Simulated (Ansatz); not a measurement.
Computed frozen-phonon scan: Pt (fcc, Cu type)

Pt (fcc, Cu type)

```yaml
crystal:
  lattice:
    - [0.00000, 3.94026, 3.94026]
    - [1.97013, 0.00000, 1.97013]
    - [1.97013, 1.97013, 0.00000]
  atoms:
    - { symbol: Pt, position: [0.00000, 0.00000, 0.00000] }
    - { symbol: Pt, position: [0.50000, 0.00000, 0.00000] }
```

A phonon eigenvector at L = (0.5, 0.0, 0.0) is frozen into this cell: atom i moves by Q times the vector below, so Q is the largest atomic displacement, in Å. The cell is held. It is one choice among 2 degenerate patterns. (q is in reciprocal vectors of the primitive cell; the cell shown is doubled to hold the pattern.)

```json
[
 {"atom": "Pt1", "x": "-0.285", "y": "0.520", "z": "-0.805"},
 {"atom": "Pt2", "x": "0.285", "y": "-0.520", "z": "0.805"}
]
```

Method: r2SCAN (plane waves to 500 eV, PAW, scalar-relativistic; Ansatz, a first-principles code). k mesh 10×20×20 (Γ-centred), Fermi-Dirac smearing 0.05 eV. Energies are smeared free energies. Stress and pressure are positive under compression. With partly filled bands, energies and forces of such displacements shift with the k mesh and the smearing. Pt is run without spin polarisation. Pt was relaxed with its symmetry unable to fall. Spin-orbit coupling is left out, though Pt is heavy. The zero of ΔE is the undisplaced structure.

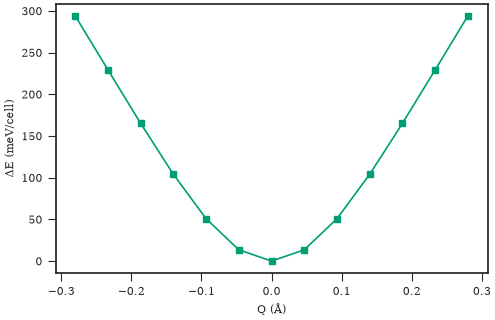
Figure. ΔE (meV/cell) against Q (Å); one marker a computed point.

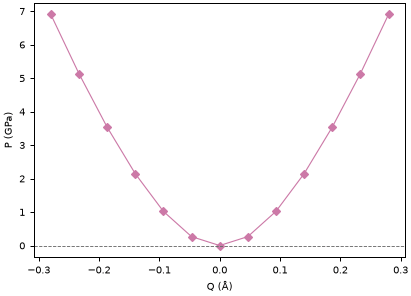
Figure: P (GPa) against Q (Å); one marker a computed point.

The energy at Q = 0.280 Å comes out as 294 meV/cell. Wavenumber by perturbation theory (DFPT, on another k mesh): 94 cm⁻¹. Harmonic wavenumber from the curvature (finite differences): 94 cm⁻¹. Space group of the distorted cell: P-1 (No. 2), lowered from Fm-3m. Shape of the curve: a single well with its minimum at or next to zero displacement.

E″ = 12.57 eV/Å², M = Σ mᵢ|uᵢ|² = 390.2 u, ν̃ = 521.5·√(|E″|/M).

(For displaced atoms, the force is minus the slope of the energy, and its curvature is a force constant, which sets phonon frequencies.)
